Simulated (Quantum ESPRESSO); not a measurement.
## FePt: orders under volume

Aim: follow moments and order energies of FePt with volume.

Calculated with Quantum ESPRESSO 7.5; PBE; plane waves with GBRV 1.5 PBE potentials, no spin-orbit coupling.

## Step 1: The starting structure

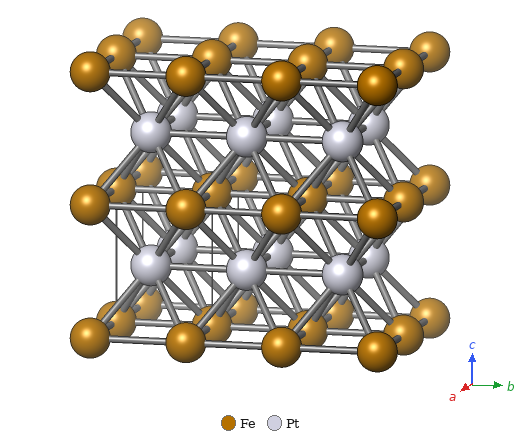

Start, viewed slightly off an axis; iron orange, platinum light grey. 2×3×2 cells are drawn. Some periodic images of atoms are drawn too.

The lattice constants were typed from memory of published values and not checked against a source.

## Step 2: Volume 0.88, ferro +

All lengths scale alike; the factor is that of the volume. Atoms keep their fractional places. Seeded atoms are those given a starting moment.

File pw.in:

```
&CONTROL
  calculation = 'scf'
  prefix = 'pwscf'
  outdir = './tmp'
  pseudo_dir = './pseudo'
  disk_io = 'nowf'
  tprnfor = .true.
  tstress = .true.
/
&SYSTEM
  ibrav = 0
  celldm(1) = 8
  nat = 2
  ntyp = 2
  ecutwfc = 40
  ecutrho = 280
  nbnd = 24
  occupations = 'smearing'
  smearing = 'fd'
  degauss = 0.00367493
  nspin = 2
  starting_magnetization(1) = 0.175
  starting_magnetization(2) = 0
/
&ELECTRONS
  conv_thr = 4d-09
  electron_maxstep = 150
  mixing_beta = 0.3
/
ATOMIC_SPECIES
Fe     55.8450 fe_pbe_v1.5.uspp.F.UPF
Pt    195.0840 pt_pbe_v1.4.uspp.F.UPF
CELL_PARAMETERS alat
   0.6165585626259    0.0000000000000    0.0000000000000
   0.0000000000000    0.6165585626259    0.0000000000000
   0.0000000000000    0.0000000000000    0.8404812963738
ATOMIC_POSITIONS crystal
Fe      0.0000000000    0.0000000000    0.0000000000
Pt      0.5000000000    0.5000000000    0.5000000000
K_POINTS automatic
14 14 14 0 0 0
```

Command:

```
$ OMP_NUM_THREADS=1 mpirun -n 4 pw.x -nk 4 -in pw.in > pw.out
```

The program printed:

```text
Program PWSCF v.7.5 starts

     Message from routine setup:
     using ibrav=0 with symmetry is DISCOURAGED, use correct ibrav instead

     K-points division:     npool     =       4
     Subspace diagonalization in iterative solution of the eigenvalue problem:

     bravais-lattice index     =            0
     lattice parameter (alat)  =       8.0000  a.u.
     unit-cell volume          =     163.5862 (a.u.)^3
     number of atoms/cell      =            2
     number of atomic types    =            2
     number of electrons       =        32.00
     number of Kohn-Sham states=           24
     kinetic-energy cutoff     =      40.0000  Ry
     charge density cutoff     =     280.0000  Ry
     scf convergence threshold =      4.0E-09
     mixing beta               =       0.3000
     number of iterations used =            8  plain     mixing
     Exchange-correlation=  SLA  PW   PBX  PBC
                           (   1   4   3   4   0   0   0)

     celldm(1)=   8.000000  celldm(2)=   0.000000  celldm(3)=   0.000000
     celldm(4)=   0.000000  celldm(5)=   0.000000  celldm(6)=   0.000000

     crystal axes: (cart. coord. in units of alat)
               a(1) = (   0.616559   0.000000   0.000000 )
               a(2) = (   0.000000   0.616559   0.000000 )
               a(3) = (   0.000000   0.000000   0.840481 )

     reciprocal axes: (cart. coord. in units 2 pi/alat)
               b(1) = (  1.621906  0.000000  0.000000 )
               b(2) = (  0.000000  1.621906  0.000000 )
               b(3) = (  0.000000  0.000000  1.189794 )

     PseudoPot. # 1 for Fe read from file:
     fe_pbe_v1.5.uspp.F.UPF
     Pseudo is Ultrasoft + core correction, Zval = 16.0

     PseudoPot. # 2 for Pt read from file:
     pt_pbe_v1.4.uspp.F.UPF
     Pseudo is Ultrasoft + core correction, Zval = 16.0

     atomic species   valence    mass     pseudopotential
     Fe               16.00    55.84500     Fe( 1.00)
     Pt               16.00   195.08400     Pt( 1.00)

     Starting magnetic structure
     atomic species   magnetization
     Fe              0.175
     Pt              0.000

     16 Sym. Ops., with inversion, found

   Cartesian axes

     site n.     atom                  positions (alat units)
         1        Fe     tau(   1) = (   0.0000000   0.0000000   0.0000000  )
         2        Pt     tau(   2) = (   0.3082793   0.3082793   0.4202406  )

     number of k points=   288  Fermi-Dirac smearing, width (Ry)=  0.0037

     Number of k-points >= 100: set verbosity='high' to print them.

     Dense  grid:    12963 G-vectors     FFT dimensions: (  27,  27,  36)

     Smooth grid:     5547 G-vectors     FFT dimensions: (  20,  20,  27)

     Check: negative core charge=   -0.000030
     Generating pointlists ...
     new r_m :   0.2498 (alat units)  1.9983 (a.u.) for type    1
     new r_m :   0.2498 (alat units)  1.9983 (a.u.) for type    2

     Initial potential from superposition of free atoms

     starting charge      30.5000, renormalised to      32.0000

     negative rho (up, down):  9.765E-02 9.776E-02
     Starting wfcs are   25 randomized atomic wfcs

     Self-consistent Calculation

     iteration #  1     ecut=    40.00 Ry     beta= 0.30
     Davidson diagonalization with overlap
     ethr =  1.00E-02,  avg # of iterations =  4.4

     negative rho (up, down):  9.078E-02 9.080E-02

     total energy              =    -459.11458726 Ry
     estimated scf accuracy    <       6.76226898 Ry

     total magnetization       =     0.81 Bohr mag/cell
     absolute magnetization    =     0.96 Bohr mag/cell

     iteration #  2     ecut=    40.00 Ry     beta= 0.30
     Davidson diagonalization with overlap
     ethr =  1.00E-02,  avg # of iterations =  2.0

     negative rho (up, down):  9.138E-02 9.138E-02

     total energy              =    -460.16629310 Ry
     estimated scf accuracy    <      10.33804836 Ry

     total magnetization       =     0.82 Bohr mag/cell
     absolute magnetization    =     0.93 Bohr mag/cell

     [... further iterations left out ...]

     iteration # 14     ecut=    40.00 Ry     beta= 0.30
     Davidson diagonalization with overlap
     ethr =  1.20E-10,  avg # of iterations =  2.1

     negative rho (up, down):  9.050E-02 8.645E-02

     total energy              =    -461.04609970 Ry
     estimated scf accuracy    <          4.1E-09 Ry

     total magnetization       =     3.06 Bohr mag/cell
     absolute magnetization    =     3.21 Bohr mag/cell

     iteration # 15     ecut=    40.00 Ry     beta= 0.30
     Davidson diagonalization with overlap
     ethr =  1.27E-11,  avg # of iterations =  2.2

     negative rho (up, down):  9.050E-02 8.645E-02

     Magnetic moment per site  (integrated on atomic sphere of radius R)
     atom   1 (R=0.250)  charge= 14.6880  magn=  2.7239
     atom   2 (R=0.250)  charge= 13.5289  magn=  0.3863

     End of self-consistent calculation

     Number of k-points >= 100: set verbosity='high' to print the bands.

     the Fermi energy is    23.4677 ev

!    total energy              =    -461.04609972 Ry
     estimated scf accuracy    <          7.4E-10 Ry
     smearing contrib. (-TS)   =      -0.00074029 Ry
     internal energy E=F+TS    =    -461.04535943 Ry

     The total energy is F=E-TS. E is the sum of the following terms:
     one-electron contribution =    -122.41456345 Ry
     hartree contribution      =      88.46707071 Ry
     xc contribution           =     -86.43073810 Ry
     ewald contribution        =    -340.66712858 Ry

     total magnetization       =     3.06 Bohr mag/cell
     absolute magnetization    =     3.21 Bohr mag/cell

     convergence has been achieved in  15 iterations

     negative rho (up, down):  9.050E-02 8.645E-02

     Forces acting on atoms (cartesian axes, Ry/au):

     atom    1 type  1   force =     0.00000000    0.00000000    0.00000000
     atom    2 type  2   force =     0.00000000    0.00000000    0.00000000

     Total force =     0.000000     Total SCF correction =     0.000000

     Computing stress (Cartesian axis) and pressure

     negative rho (up, down):  9.050E-02 8.645E-02
          total   stress  (Ry/bohr**3)                   (kbar)     P=      415.86
   0.00277266   0.00000000   0.00000000          407.87        0.00        0.00
   0.00000000   0.00277266   0.00000000            0.00      407.87        0.00
   0.00000000   0.00000000   0.00293555            0.00        0.00      431.83

=------------------------------------------------------------------------------=
   JOB DONE.
=------------------------------------------------------------------------------=
```

It took 37 s on 4 MPI ranks of Arm Neoverse V1, shared host; peak memory 0.39 GiB; 2.4 min of CPU time.

Spin moment in the atom's sphere by atom:

```
atom  spin moment in the atom's sphere (μB)
 Fe1                                   2.72
 Pt2                                   0.39
```

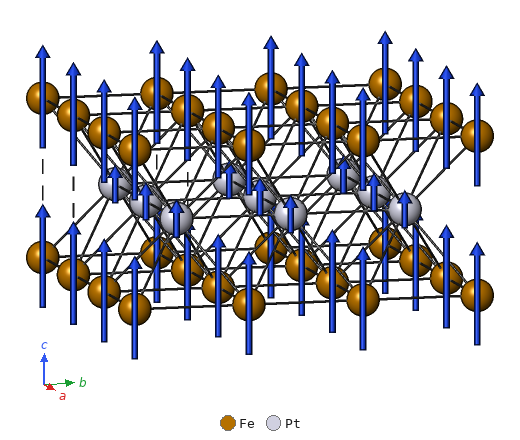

Spin moment in the atom's sphere as arrows, the longest 2.72 μB. Up and down stand for the sign. Arrows give size and sign along the axis of quantisation, drawn up and down the page. Each arrow also spans its atom, so small moments look longer than they are. 3×3×1 cells are drawn. Some periodic images of atoms are drawn too.

Numbers from this step:

- smearing term TS: 0.01007 eV
- pressure: 41.59 GPa
- magnetization: 3.064 μB
- absolute magnetization: 3.214 μB
- final state: ferromagnetic

## Step 3: Volume 0.88, no spin polarisation

pw.in, as its differences from that of step 2:

```diff
@@ -16,3 +16,3 @@
   ecutrho = 280
-  nbnd = 24
+  nbnd = 23
   occupations = 'smearing'
@@ -20,5 +20,2 @@
   degauss = 0.00367493
-  nspin = 2
-  starting_magnetization(1) = 0.175
-  starting_magnetization(2) = 0
 /
```

The program printed:

```text
     [... lines left out ...]
Program PWSCF v.7.5 starts
     [... lines left out ...]
     number of atoms/cell      =            2
     [... lines left out ...]
     number of electrons       =        32.00
     number of Kohn-Sham states=           23
     kinetic-energy cutoff     =      40.0000  Ry
     charge density cutoff     =     280.0000  Ry
     scf convergence threshold =      4.0E-09
     [... lines left out ...]
     16 Sym. Ops., with inversion, found
     [... lines left out ...]
     number of k points=   288  Fermi-Dirac smearing, width (Ry)=  0.0037
     [... lines left out ...]
     iteration # 14     ecut=    40.00 Ry     beta= 0.30
     [... lines left out ...]
     the Fermi energy is    23.3940 ev
!    total energy              =    -461.01594202 Ry
     estimated scf accuracy    <          8.2E-10 Ry
     smearing contrib. (-TS)   =      -0.00217186 Ry
     [... lines left out ...]
     convergence has been achieved in  14 iterations
     [... lines left out ...]
     Total force =     0.000000     Total SCF correction =     0.000000
     [... lines left out ...]
          total   stress  (Ry/bohr**3)                   (kbar)     P=      214.26
     [... lines left out ...]
```

Elapsed: 18 s, on 4 MPI ranks; peak memory 0.3 GiB.

Numbers from this step:

```
smearing term TS : 0.02955 eV
pressure         : 21.43 GPa
final state      : non-magnetic (no spin polarisation)
```

## Step 4: Volume 1.12, ferro +

pw.in, as its differences from that of step 3:

```diff
@@ -16,3 +16,3 @@
   ecutrho = 280
-  nbnd = 23
+  nbnd = 24
   occupations = 'smearing'
@@ -20,2 +20,5 @@
   degauss = 0.00367493
+  nspin = 2
+  starting_magnetization(1) = 0.175
+  starting_magnetization(2) = 0
 /
@@ -30,5 +33,5 @@
 CELL_PARAMETERS alat
-   0.6165585626259    0.0000000000000    0.0000000000000
-   0.0000000000000    0.6165585626259    0.0000000000000
-   0.0000000000000    0.0000000000000    0.8404812963738
+   0.6681686838949    0.0000000000000    0.0000000000000
+   0.0000000000000    0.6681686838949    0.0000000000000
+   0.0000000000000    0.0000000000000    0.9108352647713
 ATOMIC_POSITIONS crystal
```

The program printed:

```text
     [... lines left out ...]
Program PWSCF v.7.5 starts
     [... lines left out ...]
     number of atoms/cell      =            2
     [... lines left out ...]
     number of electrons       =        32.00
     number of Kohn-Sham states=           24
     kinetic-energy cutoff     =      40.0000  Ry
     charge density cutoff     =     280.0000  Ry
     scf convergence threshold =      4.0E-09
     [... lines left out ...]
     16 Sym. Ops., with inversion, found
     [... lines left out ...]
     number of k points=   288  Fermi-Dirac smearing, width (Ry)=  0.0037
     [... lines left out ...]
     iteration # 15     ecut=    40.00 Ry     beta= 0.30
     [... lines left out ...]
     Magnetic moment per site  (integrated on atomic sphere of radius R)
     atom   1 (R=0.271)  charge= 14.7421  magn=  3.1920
     atom   2 (R=0.271)  charge= 14.0210  magn=  0.3946
     [... lines left out ...]
     the Fermi energy is    17.3921 ev
!    total energy              =    -461.06791497 Ry
     estimated scf accuracy    <          1.6E-10 Ry
     smearing contrib. (-TS)   =      -0.00101902 Ry
     [... lines left out ...]
     total magnetization       =     3.51 Bohr mag/cell
     absolute magnetization    =     3.72 Bohr mag/cell
     convergence has been achieved in  15 iterations
     [... lines left out ...]
     Total force =     0.000000     Total SCF correction =     0.000000
     [... lines left out ...]
          total   stress  (Ry/bohr**3)                   (kbar)     P=     -155.17
     [... lines left out ...]
```

It took 67 s on 4 MPI ranks; peak memory 0.45 GiB; 4.4 min of CPU time.

This step gave:

* smearing term TS: 0.01386 eV
* pressure: -15.52 GPa
* magnetization: 3.508 μB
* absolute magnetization: 3.719 μB
* final state: ferromagnetic
* largest moment: 3.192 μB

## Step 5: All points

The runs not shown differ from these in the moved quantity alone.

States, by row:

```
volume        ferro +  no spin polarisation
  0.88  ferromagnetic          non-magnetic
  0.91  ferromagnetic          non-magnetic
  0.94  ferromagnetic          non-magnetic
  0.97  ferromagnetic          non-magnetic
     1  ferromagnetic          non-magnetic
  1.03  ferromagnetic          non-magnetic
  1.06  ferromagnetic          non-magnetic
  1.09  ferromagnetic          non-magnetic
  1.12  ferromagnetic          non-magnetic
```

The largest site moment, ferro + by volume:

```
volume (factor)  largest site moment, ferro + (μB)
         0.8800                               2.72
         0.9100                               2.80
         0.9400                               2.88
         0.9700                               2.94
         1.0000                               3.00
         1.0300                               3.05
         1.0600                               3.10
         1.0900                               3.15
         1.1200                               3.19
```

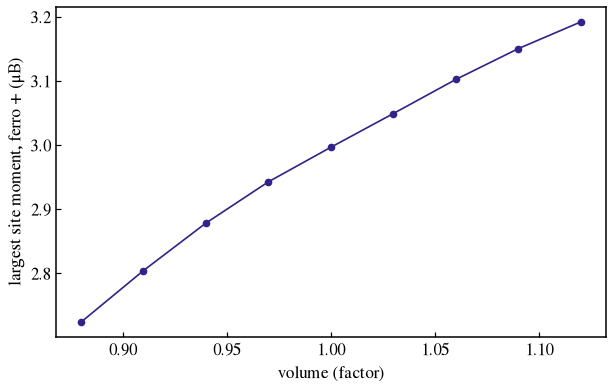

Largest site moment, ferro +, plotted against volume.

Table of energy less that of the parallel start, no spin polarisation by volume:

```
volume (factor)  energy less that of the parallel start, no spin polarisation (meV a seeded atom)
         0.8800                                                                               410
         0.9100                                                                               512
         0.9400                                                                               610
         0.9700                                                                               704
         1.0000                                                                               793
         1.0300                                                                               878
         1.0600                                                                               960
         1.0900                                                                              1037
         1.1200                                                                              1110
```

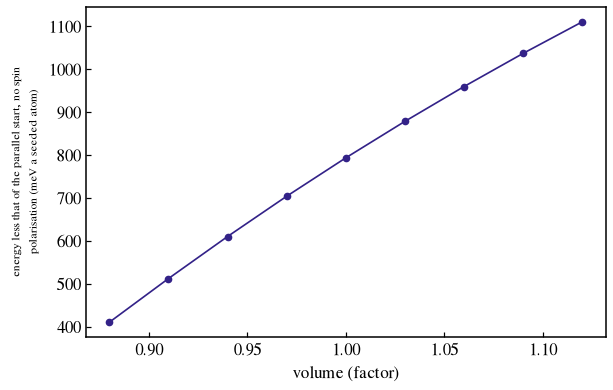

Energy less that of the parallel start, no spin polarisation, plotted against volume.

Energy over the lowest against volume; values in meV an atom:

```
volume (factor)  ferro +  no spin polarisation
         0.8800      219                   424
         0.9100      126                   382
         0.9400     61.6                   367
         0.9700     21.7                   374
         1.0000     2.24                   399
         1.0300        0                   439
         1.0600     12.1                   492
         1.0900     36.1                   555
         1.1200     70.2                   625
```

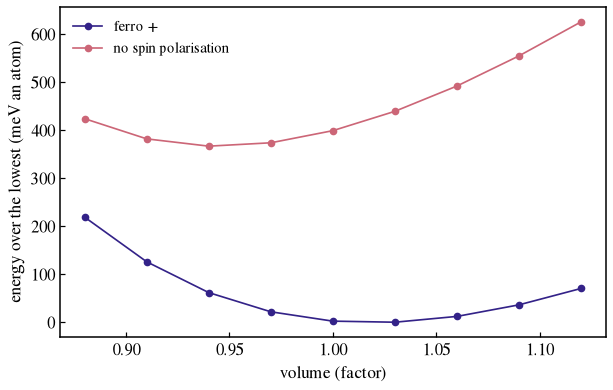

Energy over the lowest, plotted against volume.

## Step 6: What came out

```json
{
 "moment, parallel start": "2.72 to 3.19 μB",
 "states met from these starts": "ferromagnetic"
}
```

What this shows: The moment of the parallel start goes from 2.72 μB at 0.88 to 3.19 μB at 1.12. The net moment of the cell goes from 3.06 to 3.51 μB. The radius of the spheres follows the nearest distance, so part of the change of the site moments is the spheres'. Only a parallel start was run beside the spinless one, so opposed or spiral orders, which may lie lower, are not probed.

[Logs and program files are shortened in this print: banners, set-up blocks, solver, clock and traceback lines can be left out without a mark of their own.]

[Logs are printed without paths, hosts, clocks, repeated set-up lines and the standing remarks that a program may print on its own settings, such as how far it seeks lower states.]

[Hosts, paths, dates, database ids (printed as entryN), source tags and the programs' standing remarks are cut or masked in the printed files.]

[Where a cell is said to come from a database of computed structures, the database is the Materials Project.]
